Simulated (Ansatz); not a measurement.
## Errors in the atomisation enthalpy at 298 K

6 molecules without hydrogen; the atomisation enthalpy at 298 K in kJ/mol, computed less measured. Shapes, held fixed at every level: PBE0-D4/def2-TZVP. Thermal terms are harmonic and unscaled (PBE0-D4/def2-TZVP); the spin-orbit lowering of the free atoms is taken from their spectra. Programs: Ansatz 0.2.0. Measured values: Active Thermochemical Tables, NIST-JANAF tables.

Levels: A = HF/def2-SVP; B = SPW92/def2-TZVPP; C = wB97M-V/def2-TZVPP; D = CCSD(T)/def2-SVP.

| molecule | from tabulated heats | A | B | C | D |
| --- | --- | --- | --- | --- | --- |
| CO (carbon monoxide) | 1077 | -349 | +164 | +3 | -43 |
| I2 (iodine) | 151 | -167 | +59 | -33 | -72 |
| N2O (SMILES N#[N+][O-]) | 1112 | -774 | +381 | +5 | -125 |
| BBr2Cl (dibromo(chloro)borane) | 1187 | -306 | +236 | +1 | -65 |
| SOF2 (thionyl fluoride) | 1229 | -773 | +448 | +49 | -238 |
| B(BCl2)Cl2 | 2115 | -477 | +375 | +21 | -110 |

Which level does best on this set, which worst, and which err to one side?


```csv
level,kind,mean error,mean absolute error,worst case
HF/def2-SVP,Hartree–Fock,-474.3,474.3,N2O
SPW92/def2-TZVPP,LDA,+277.2,277.2,SOF2
wB97M-V/def2-TZVPP,range-separated hybrid,+7.7,18.7,SOF2
CCSD(T)/def2-SVP,coupled cluster or CI,-108.8,108.8,SOF2
```

On this set wB97M-V/def2-TZVPP has the smallest mean absolute error and HF/def2-SVP the largest. HF/def2-SVP is too low in 6 of 6; SPW92/def2-TZVPP is too high in 6 of 6; wB97M-V/def2-TZVPP is too high in 5 of 6; CCSD(T)/def2-SVP is too low in 6 of 6. The molecules' own spin-orbit binding is left out, so errors for heavy halides read too negative. Heats of the atoms come from ATcT where it has them, that of boron, 570 kJ/mol, from recent work. The levels differ in basis as well as in method. With so many references in doubt the order of the levels isn't settled. The tabulated values of BBr2Cl, SOF2, B(BCl2)Cl2 are in doubt (older tables, estimates, or at odds with other calculations) and kept here. Over the 3 molecules whose values aren't doubted the mean absolute errors are A 430.0; B 201.3; C 13.7; D 80.0. Where a negative error exceeds the measured value, the molecule comes out unbound. Hartree–Fock lacks correlation and underbinds. Correlated wave functions converge slowly with the basis. For atoms past krypton def2 sets carry core potentials with scalar relativity. Relativity is left out for Br. Outer-core shells of Br, I are correlated, in sets that cover them unevenly. The set is small.

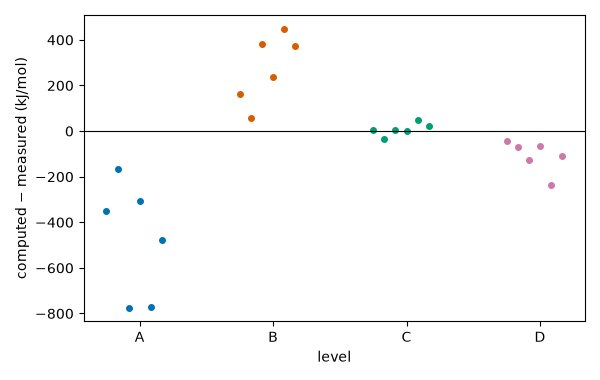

Errors of each level, one point a molecule.
